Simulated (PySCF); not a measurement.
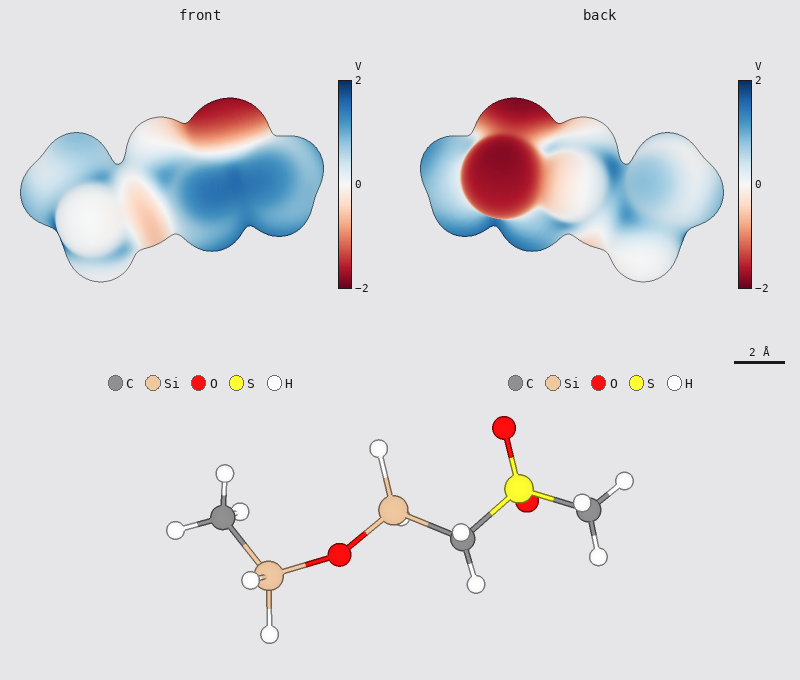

Figure 1: C$_{3}$H$_{12}$O$_{3}$SSi$_{2}$. The electrostatic potential painted on the density surface at 0.002 e/bohr³, seen from the front and from behind; the colour scale runs from red (negative) to blue (positive). The bare structure is drawn below in the same view.

Geometry: GFN2-xTB.

All numbers below come from PBE0/pcSseg-1, SCF density, gas phase, non-relativistic in PySCF 2.14.0.

Input

```
{"job": {"kind": "nmr", "xc": "PBE0", "basis": "pcSseg-1"}, "charge": 0, "multiplicity": 1}
C     -4.099944     0.428289    -0.019849
Si    -3.031712    -1.100222     0.305394
O     -1.449887    -0.698717     0.237471
Si    -0.293001     0.370102    -0.125802
C      1.322051    -0.526187     0.280307
S      2.513979     0.701083    -0.203568
C      4.138869    -0.024120     0.189634
O      2.339140     1.867302     0.618380
O      2.444018     0.882640    -1.627552
H     -5.159180     0.192853     0.008794
H     -3.912880     1.200311     0.721779
H     -3.880985     0.856828    -0.994332
H     -3.202627    -1.624064     1.660832
H     -3.205340    -2.126884    -0.722060
H     -0.371058     0.674430    -1.550791
H     -0.456593     1.539995     0.731853
H      1.469888    -0.729993     1.333168
H      1.505028    -1.413741    -0.311757
H      4.244782    -0.941639    -0.374087
H      4.179449    -0.201598     1.256306
H      4.897081     0.690275    -0.105185
```

Command:

```sh
OMP_NUM_THREADS=1 python probes_run.py task.json out
```

### Which sites attract a positive test charge, and which a negative one?

A positive charge is drawn to the negative regions and a negative charge to the positive ones. The most negative region (about −1.8 V) lies over O8 and O9, the most positive (about +1.5 V) over the H, S and Si atoms.

### What dipole moment does the calculation give?

Its dipole moment is 3.65 D.
